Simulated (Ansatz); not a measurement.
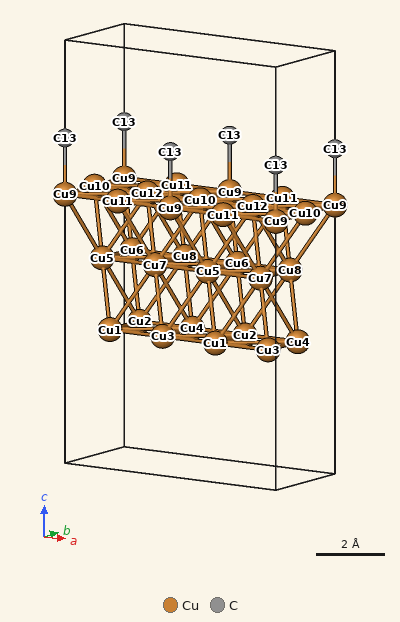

The structure as given in the input (ball-and-stick view of the 2 × 1 repeat of the cell, with the vacuum cut short, seen slightly off an axis; atoms are numbered from 1 in the order of the input).

**Run report: Cu12C (charge +1), single-point calculation**

System: Cu12C (slab, 13 atoms in the cell, total charge +1).
Method: DFT, LDA, plane waves, PAW (Ansatz 0.2.0).

The structure derives from an entry of the Crystallography Open Database.

### Input
```yaml
crystal:
  lattice:
    - [4.9761055516, 0.0, 0.0]
    - [-2.4880527758, 4.3094338196, 0.0]
    - [0.0, 0.0, 19.5024151607]
  atoms:
    - { symbol: Cu, position: [0.3333333333, 0.1666666667, 0.2051028022] }
    - { symbol: Cu, position: [0.3333333333, 0.6666666667, 0.2051028022] }
    - { symbol: Cu, position: [0.8333333333, 0.1666666667, 0.2051028022] }
    - { symbol: Cu, position: [0.8333333333, 0.6666666667, 0.2051028022] }
    - { symbol: Cu, position: [0.1666666667, 0.3333333333, 0.3077257135] }
    - { symbol: Cu, position: [0.1666666667, 0.8333333333, 0.3077257135] }
    - { symbol: Cu, position: [0.6666666667, 0.3333333333, 0.3077257135] }
    - { symbol: Cu, position: [0.6666666667, 0.8333333333, 0.3077257135] }
    - { symbol: Cu, position: [0.0, 0.0, 0.4103294435] }
    - { symbol: Cu, position: [0.0, 0.5, 0.4103294435] }
    - { symbol: Cu, position: [0.5, 0.0, 0.4103294435] }
    - { symbol: Cu, position: [0.5, 0.5, 0.4103294435] }
    - { symbol: C, position: [0.0, 0.0, 0.4969853775] }
basis:
  ecutwfc: 420
kpoints:
  mp_grid: { grid: [6, 6, 1] }
hamiltonian:
  xc: lda
scf:
  occupations: { method: gaussian, width: 0.2 }
output:
  forces: true
  eigenvalues: true
efield:
  axis: 3
  dipole_correction: true
  ramp_width: 0.04
total_charge: 1
```

Launched with:
```bash
ansatz run input.yaml --threads 4 --pin off --max-ram 12288MiB --backend cpu --events-out ev --progress --plain --runs-dir out
```

### Log
```
Error: efield: with total_charge ≠ 0 without external_charges — the saw-weighted dipole of a charged cell depends on the ramp position (the isolated-slab reference a dipole correction restores does not exist for a charged slab), so the field energy is ill-defined under the jellium convention; neutralise the cell or drop the efield: block, which crystal.periodic lets a charged slab do
```

### Outcome

| quantity | value |
| --- | --- |
| outcome | refused by the program |
| hardware | 4 threads of Arm Neoverse N1, 98 GiB of memory available, shared host |

### What went wrong

Settings chosen away from the usual ones: scf.occupations.width set to 0.2 (from 0.1); total_charge set to 1. The program refused the input: “efield: with total_charge ≠ 0 without external_charges — the saw-weighted dipole of a charged cell depends on the ramp position (the isolated-slab reference a dipole correction restores does not exist for a charged slab), so the field energy is ill-defined under the jellium convention …”
